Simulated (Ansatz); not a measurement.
**Geometry relaxation, with input and output: Si₂PNH₆ (part 2 of 2)**

The same run, continued: Si₂PNH₆; RKS r2SCAN/def2-SVP (Ansatz 0.2.0). It belongs to a series of runs on one base structure; here: end point B relaxed.

Geometry of the input (Å):
```
Si -0.8327  1.0113  -0.5477
N  0.4400  0.2374  0.0824
Si -0.0630  -0.8602  1.1607
P  1.4891  -0.5020  -0.9758
H  -1.8010  0.1218  -1.2821
H  0.5617  1.1645  0.5376
H  -0.4060  2.1322  -1.4749
H  -0.7966  -1.9604  0.6133
H  1.0863  -1.3559  2.0515
H  2.5996  -0.5883  -0.1740
```

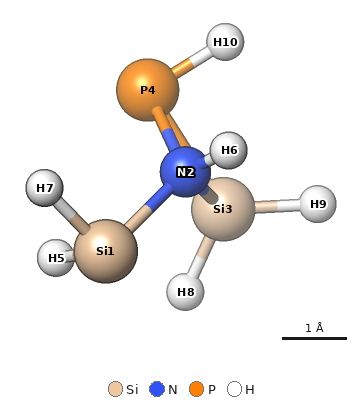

The geometry at step 12 of the log (ball-and-stick view, seen at a tilt; atoms are numbered from 1 in the order of the input).

### Trajectory as extended XYZ, continued
```
10
Properties=species:S:1:pos:R:3:forces:R:3 step=5 energy=-26616.82803
Si   -1.1774    1.1488   -0.4538    0.1376  -0.1488   0.1306
N     0.5047    0.3432    0.0913    0.4426   0.1741   0.1921
Si   -0.1953   -0.8553    1.2732    0.1143   0.0820  -0.3413
P     1.5242   -0.7906   -0.8916   -0.1282   0.0496   0.1473
H    -1.6378    0.0266   -1.3539    0.0069  -0.0790  -0.0082
H     1.0662    1.0579    0.5829   -0.3045  -0.1719  -0.1306
H    -0.6603    2.1227   -1.4895   -0.0057   0.1203  -0.0716
H    -0.8911   -1.8968    0.4613    0.0611   0.0398   0.0458
H     0.9450   -1.3770    2.0934   -0.0229  -0.0217   0.0423
H     2.7991   -0.3791   -0.3223   -0.3012  -0.0444  -0.0064
10
Properties=species:S:1:pos:R:3:forces:R:3 step=6 energy=-26616.85663
Si   -1.1717    1.1474   -0.4469    0.0298  -0.0993   0.0793
N     0.5169    0.3648    0.0916    0.1499   0.0429   0.0767
Si   -0.1852   -0.8466    1.2506    0.1490   0.0000  -0.2299
P     1.4882   -0.8036   -0.8900   -0.0419   0.0950   0.1338
H    -1.5990   -0.0011   -1.3364    0.0107  -0.0015  -0.0116
H     1.0712    1.0742    0.5868   -0.0987  -0.0442  -0.0596
H    -0.6812    2.1394   -1.4861   -0.0205   0.0343  -0.0381
H    -0.8554   -1.8931    0.4312   -0.0263   0.0302   0.0352
H     0.9396   -1.3648    2.0957   -0.0394   0.0165   0.0305
H     2.7540   -0.4160   -0.3054   -0.1126  -0.0742  -0.0163
10
Properties=species:S:1:pos:R:3:forces:R:3 step=7 energy=-26616.89573
Si   -1.1858    1.1374   -0.4129   -0.0948   0.0901   0.0346
N     0.5496    0.4107    0.0778   -0.0039   0.2253   0.1329
Si   -0.1290   -0.8630    1.1654    0.3871   0.0116  -0.3620
P     1.4932   -0.7695   -0.9026   -0.0499  -0.2505   0.0480
H    -1.5612   -0.0312   -1.3032    0.0126  -0.0225  -0.0047
H     1.0976    1.1139    0.5875   -0.1163  -0.0146  -0.0441
H    -0.7791    2.1352   -1.4894    0.0148  -0.0036   0.0260
H    -0.8954   -1.8608    0.3843   -0.0433  -0.0230   0.0971
H     0.9599   -1.3202    2.0809   -0.1402  -0.0534   0.0486
H     2.7275   -0.5519   -0.1969    0.0340   0.0406   0.0236
10
Properties=species:S:1:pos:R:3:forces:R:3 step=8 energy=-26617.03236
Si   -1.2175    1.1339   -0.3650   -0.1317   0.2409  -0.1560
N     0.5948    0.4878    0.0406   -0.3694   0.3458   0.4169
Si   -0.0207   -0.8931    1.0178    0.8256  -0.4779  -0.6281
P     1.4911   -0.7573   -0.8986    0.4911  -0.4823   0.1913
H    -1.5058   -0.0712   -1.2584    0.0231   0.0743   0.0042
H     1.1307    1.1802    0.5719   -0.0393   0.0711  -0.0104
H    -0.8912    2.1379   -1.4797   -0.0214  -0.1126   0.1191
H    -0.9515   -1.8353    0.3425   -0.0920   0.1799   0.3873
H     0.9548   -1.2843    2.0913   -0.4238   0.0978  -0.0822
H     2.6926   -0.6983   -0.0713   -0.2623   0.0630  -0.2420
10
Properties=species:S:1:pos:R:3:forces:R:3 step=9 energy=-26617.27912
Si   -1.2372    1.1305   -0.3382   -0.1852   0.3187  -0.1502
N     0.6235    0.5345    0.0159   -0.6428   0.3500   0.6223
Si    0.0991   -0.9578    0.8794    0.5500  -0.7587  -0.4011
P     1.5051   -0.7502   -0.8981    0.9734  -0.5172  -0.1180
H    -1.4604   -0.0904   -1.2388    0.0287   0.0954  -0.0346
H     1.1492    1.2126    0.5731    0.0136   0.0847  -0.0140
H    -0.9638    2.1350   -1.4647    0.0285  -0.1127   0.0532
H    -1.0236   -1.7981    0.3632    0.0177   0.3204   0.5624
H     0.9124   -1.2477    2.1079   -0.4609   0.1360  -0.1452
H     2.6731   -0.7679   -0.0084   -0.3229   0.0834  -0.3747
10
Properties=species:S:1:pos:R:3:forces:R:3 step=10 energy=-26617.50781
Si   -1.2599    1.1373   -0.3313   -0.1432   0.2852  -0.0488
N     0.6246    0.5411    0.0131   -0.7581  -0.0916   0.6607
Si    0.2169   -1.0667    0.7650   -0.2733  -0.2398   0.3348
P     1.5553   -0.7322   -0.9184    0.9284  -0.1728  -0.8001
H    -1.4308   -0.0844   -1.2441   -0.0152   0.0299  -0.0718
H     1.1430    1.2113    0.5903    0.0091  -0.0576  -0.0372
H    -0.9956    2.1268   -1.4596    0.1312  -0.0191  -0.1275
H    -1.0804   -1.7354    0.4698    0.1827   0.2205   0.2862
H     0.8283   -1.2179    2.1102   -0.0796  -0.0216  -0.0386
H     2.6760   -0.7795   -0.0041    0.0179   0.0668  -0.1577
10
Properties=species:S:1:pos:R:3:forces:R:3 step=11 energy=-26617.63572
Si   -1.2791    1.1908   -0.3829    0.0594   0.0858   0.0007
N     0.5583    0.4833    0.0468   -0.4248  -0.0516   0.6600
Si    0.2691   -1.1696    0.7699   -0.3187   0.1740  -0.1999
P     1.6161   -0.6724   -0.9777   -0.5169  -0.2595   0.0414
H    -1.4793   -0.0307   -1.2816   -0.0927  -0.0793  -0.0814
H     1.0600    1.1721    0.6260   -0.0488  -0.2157  -0.1346
H    -0.8790    2.1142   -1.5282    0.1451  -0.0036  -0.1120
H    -1.1455   -1.7252    0.6513    0.7998   0.3174  -0.0706
H     0.8286   -1.2885    2.1529    0.0939  -0.0147  -0.2768
H     2.7281   -0.6734   -0.0855    0.3037   0.0469   0.1732
10
Properties=species:S:1:pos:R:3:forces:R:3 step=12 energy=-26617.74214
Si   -1.2321    1.2343   -0.4483   -0.4790   0.3374   0.0860
N     0.4653    0.4780    0.1639    0.1044   0.4339  -0.1689
Si    0.2800   -1.1834    0.7865   -0.0801  -0.1984   0.0303
P     1.5305   -0.6237   -0.9861   -0.2234  -0.0808   0.2558
H    -1.5193   -0.0317   -1.2567    0.0306  -0.0953  -0.0474
H     0.9777    1.1669    0.7293    0.0061  -0.1567  -0.1101
H    -0.7352    2.0481   -1.6504    0.2109  -0.1558   0.0552
H    -1.1134   -1.6916    0.6834    0.2166  -0.0097  -0.0265
H     0.9296   -1.3709    2.1144    0.0382  -0.0445  -0.1371
H     2.6944   -0.6255   -0.1448    0.1757  -0.0298   0.0628
10
Properties=species:S:1:pos:R:3:forces:R:3 step=13 energy=-26617.76774
Si   -1.2957    1.2906   -0.4486    0.3103   0.1084  -0.5753
N     0.4036    0.5134    0.1815    0.3330  -0.1886   0.1869
Si    0.2794   -1.1790    0.7772   -0.1829  -0.0147   0.3020
P     1.4856   -0.5963   -0.9697   -0.1031   0.2294  -0.1045
H    -1.5316   -0.0201   -1.2244   -0.1229  -0.0025   0.0232
H     0.9310    1.1982    0.7341    0.0462  -0.1174  -0.0360
H    -0.5718    1.9433   -1.6669   -0.2933  -0.0494   0.2646
H    -1.0990   -1.7198    0.6930    0.1435  -0.0193   0.0002
H     0.9990   -1.4095    2.0630   -0.0680  -0.0093  -0.0924
H     2.6770   -0.6204   -0.1481   -0.0629   0.0635   0.0312
10
Properties=species:S:1:pos:R:3:forces:R:3 step=14 energy=-26617.79407
Si   -1.2729    1.2964   -0.4760   -0.0113   0.1378  -0.1173
N     0.4212    0.5056    0.1865    0.0961  -0.1457  -0.0102
Si    0.2746   -1.1811    0.8003    0.0076   0.0199  -0.0355
P     1.4801   -0.5946   -0.9648   -0.0789   0.0815   0.0437
H    -1.5671   -0.0124   -1.2349    0.0404   0.0102   0.0191
H     0.9597    1.1858    0.7323   -0.0191  -0.0505  -0.0024
H    -0.5960    1.9743   -1.6843   -0.0560  -0.1050   0.0912
H    -1.0860   -1.7505    0.6972    0.0423   0.0280   0.0076
H     0.9959   -1.4231    2.0756   -0.0215   0.0158  -0.0034
H     2.6680   -0.5999   -0.1408    0.0003   0.0081   0.0072
10
Properties=species:S:1:pos:R:3:forces:R:3 step=15 energy=-26617.79851
Si   -1.2682    1.3100   -0.4800   -0.0636   0.0317  -0.0194
N     0.4193    0.5016    0.1937    0.0998  -0.0441  -0.0529
Si    0.2766   -1.1871    0.7960   -0.0274   0.0175  -0.0012
P     1.4684   -0.5808   -0.9691   -0.0445   0.0678   0.0413
H    -1.5561   -0.0090   -1.2225   -0.0006  -0.0095   0.0150
H     0.9618    1.1750    0.7426   -0.0083  -0.0234   0.0144
H    -0.5892    1.9509   -1.6963    0.0255  -0.0290   0.0079
H    -1.0839   -1.7499    0.6991   -0.0096  -0.0064  -0.0071
H     0.9908   -1.4251    2.0743    0.0172  -0.0005   0.0071
H     2.6579   -0.5852   -0.1468    0.0116  -0.0041  -0.0052
10
Properties=species:S:1:pos:R:3:forces:R:3 step=16 energy=-26617.80142
Si   -1.2674    1.3216   -0.4870   -0.0351  -0.0084   0.0206
N     0.4196    0.5028    0.2012    0.0641   0.0037  -0.0317
Si    0.2737   -1.1889    0.7913   -0.0295  -0.0070   0.0240
P     1.4564   -0.5591   -0.9699   -0.0104   0.0360  -0.0058
H    -1.5612   -0.0128   -1.2017    0.0039  -0.0038   0.0105
H     0.9645    1.1676    0.7569   -0.0190   0.0134   0.0208
H    -0.5639    1.9179   -1.7089    0.0237   0.0011  -0.0332
H    -1.0871   -1.7486    0.6966   -0.0256  -0.0158  -0.0080
H     0.9917   -1.4320    2.0664    0.0221  -0.0076   0.0078
H     2.6511   -0.5680   -0.1538    0.0059  -0.0117  -0.0050
10
Properties=species:S:1:pos:R:3:forces:R:3 step=17 energy=-26617.80304
Si   -1.2641    1.3355   -0.4957    0.0097  -0.0353  -0.0103
N     0.4189    0.5089    0.2131    0.0439   0.0247   0.0129
Si    0.2680   -1.1889    0.7878   -0.0146  -0.0093  -0.0017
P     1.4424   -0.5321   -0.9707    0.0050  -0.0023  -0.0222
H    -1.5599   -0.0189   -1.1744   -0.0058   0.0095   0.0081
H     0.9623    1.1662    0.7789   -0.0187   0.0318   0.0149
H    -0.5394    1.8808   -1.7328   -0.0028   0.0022  -0.0027
H    -1.0935   -1.7477    0.6933   -0.0177  -0.0103   0.0042
H     0.9994   -1.4466    2.0537    0.0037  -0.0028  -0.0030
H     2.6434   -0.5567   -0.1621   -0.0027  -0.0083  -0.0001
10
Properties=species:S:1:pos:R:3:forces:R:3 step=18 energy=-26617.80124 accepted=F
Si   -1.2654    1.3347   -0.5031    0.0530  -0.0208   0.0343
N     0.4267    0.5172    0.2169   -0.0545  -0.0705  -0.0413
Si    0.2624   -1.1904    0.7704    0.0655   0.0859   0.1004
P     1.4477   -0.5180   -0.9739   -0.0466   0.0391  -0.0075
H    -1.5519   -0.0263   -1.1710    0.0044  -0.0104   0.0028
H     0.9640    1.1712    0.7922   -0.0120   0.0219   0.0069
H    -0.5423    1.8754   -1.7426    0.0044  -0.0018  -0.0091
H    -1.1002   -1.7441    0.7236   -0.0848  -0.0156  -0.0814
H     0.9983   -1.4596    2.0313    0.0372  -0.0003  -0.0040
H     2.6380   -0.5596   -0.1527    0.0335  -0.0277  -0.0011
10
Properties=species:S:1:pos:R:3:forces:R:3 step=19 energy=-26617.80381
Si   -1.2617    1.3341   -0.4982    0.0099  -0.0060  -0.0039
N     0.4235    0.5164    0.2179    0.0172  -0.0099   0.0101
Si    0.2644   -1.1858    0.7809   -0.0045   0.0003   0.0017
P     1.4430   -0.5195   -0.9723   -0.0102  -0.0014  -0.0018
H    -1.5576   -0.0263   -1.1637    0.0031   0.0006   0.0049
H     0.9609    1.1729    0.7907   -0.0141   0.0194  -0.0023
H    -0.5383    1.8682   -1.7412   -0.0052   0.0008   0.0003
H    -1.0990   -1.7426    0.6951   -0.0083   0.0004  -0.0052
H     1.0013   -1.4535    2.0418    0.0039  -0.0021  -0.0045
H     2.6409   -0.5634   -0.1601    0.0083  -0.0021   0.0007
```
